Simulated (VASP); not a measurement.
Band structure of BN (zinc blende). These are RPBE GGA, VASP's PBE PAW potentials (set 64) (plane waves; VASP) values and carry that method's errors.

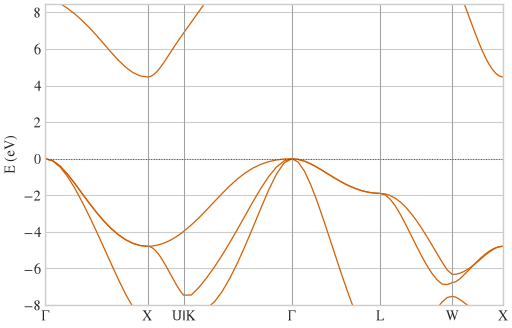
Figure. Bands along high-symmetry lines, zero at the valence-band maximum or, without a gap, the Fermi level

**Question.** Read the plot: is there a gap, and where are the band edges?

**Answer.** The gap is indirect, 4.46 eV, from the valence maximum at Γ to the conduction minimum at X. (Edges off the drawn lines would not show.)

Measured: gap 6.20 eV at 300 K (computed value off by -1.74 eV), as given by arXiv:1206.3780.

The compound is BN in the zinc blende structure. It was relaxed first.
